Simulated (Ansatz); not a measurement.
# F3NbO: what the fields show

Input

```
crystal:
  periodic: [false, false, false]
  atoms:
    - {symbol: O, position_ang: [0.515855, -0.924237, 1.316799]}
    - {symbol: Nb, position_ang: [0.011251, -0.017051, -0.004901]}
    - {symbol: F, position_ang: [-1.353745, 1.104467, 0.564612]}
    - {symbol: F, position_ang: [-0.591743, -1.196169, -1.305451]}
    - {symbol: F, position_ang: [1.468282, 0.959290, -0.612460]}
basis:
  gaussian: {orbitals: def2-TZVPP}
hamiltonian: {xc: pbe0, dispersion: d4}
output: {orbitals: {seedname: orbitals}}
```

Launched as:

```sh
ansatz run in.yaml --threads 4 --pin off --events-out ev --progress --plain --max-ram 10444MiB
```

Geometry: PBE0-D4/def2-TZVP; core potentials replace the inner electrons of Nb.

Level of theory: RKS PBE0-D4/def2-TZVPP (Ansatz).

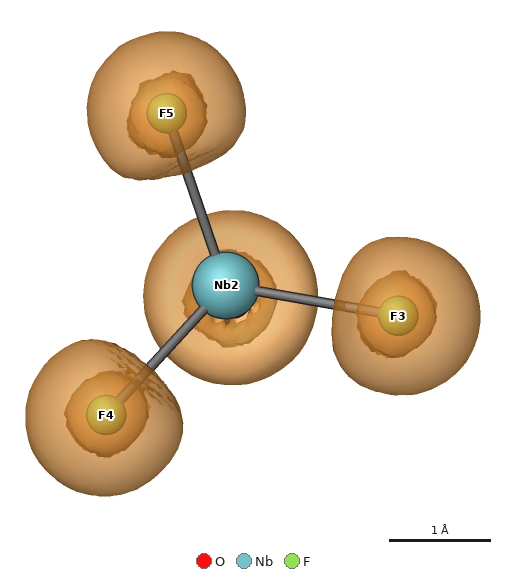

Figure 1. Isosurface of the electron localisation function at 0.75 (orange), seen across its widest extent. Only the valence region is drawn (cores and ρ < 0.01 e/Å³ removed).

Identify the bonds, lone pairs and shells in this picture.

Answer. The surface consists of three regions wrapped around F (the valence shell of each) and one region wrapped around O (its valence shell).


Nb–O (1.68 Å): the ELF peaks at about 0.75 in the valence shell of O, 0.5 Å from its nucleus, and drops to about 0.40 between the two atoms. Nb–F (1.86 Å): the ELF peaks at about 0.80 in the valence shell of F, 0.5 Å from its nucleus, and drops to about 0.25 between the two atoms.

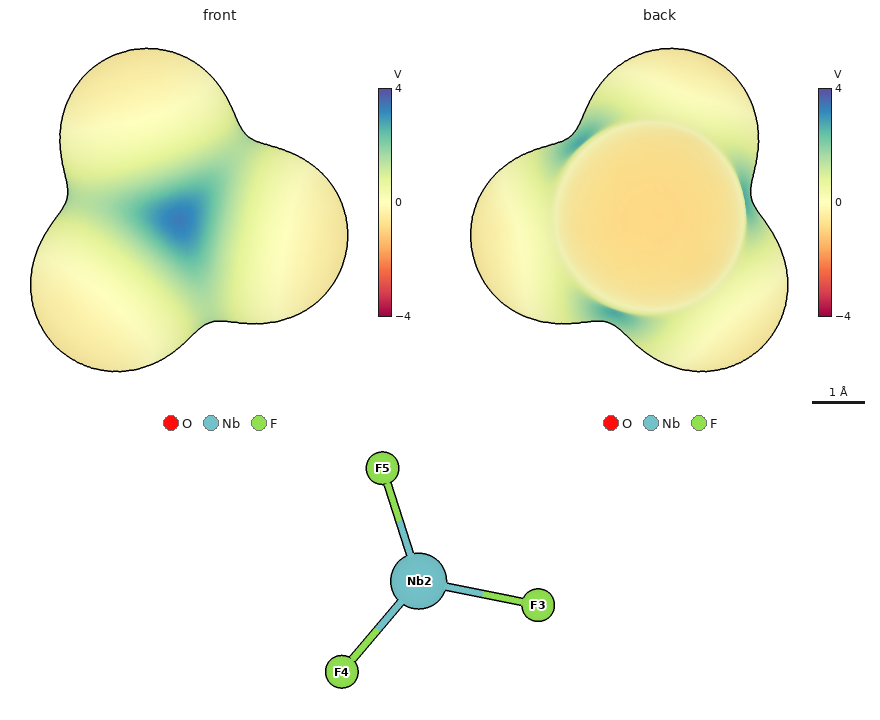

Figure 2. The molecular electrostatic potential painted on the density surface at 0.001 e/bohr³, seen from the front and from behind; red is negative and blue positive. The bare structure is drawn below in the same view.

Which sites attract a positive test charge, and which a negative one?

Answer. A positive charge is drawn to the negative regions and a negative charge to the positive ones. The most negative region (about −0.9 V, or −21 kcal/mol for a unit charge) lies over O1, the most positive (about +3.1 V, or +71 kcal/mol for a unit charge) over Nb2.

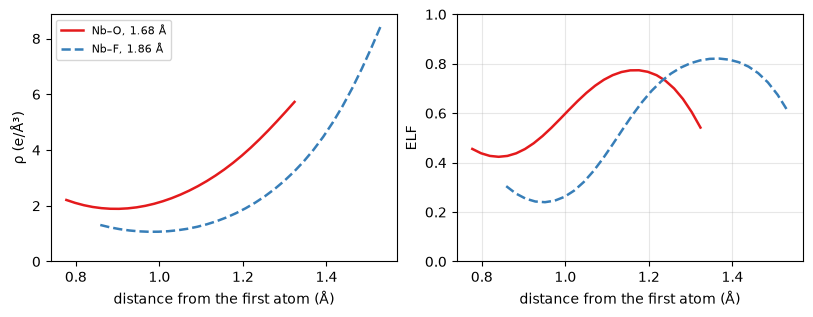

Figure 3. Electron density and electron localisation function along straight lines between neighbouring atoms. The curves leave out the atomic cores.

Compare the contacts.

Answer. Nb–O (1.68 Å): ρ at the midpoint is about 2 e/Å³; the ELF peaks at about 0.75 in the valence shell of O, 0.5 Å from its nucleus, and drops to about 0.40 between the two atoms.
Nb–F (1.86 Å): the density is about 1.1 e/Å³ at the midpoint; the ELF peaks at about 0.80 in the valence shell of F, 0.5 Å from its nucleus, and drops to about 0.25 between the two atoms.
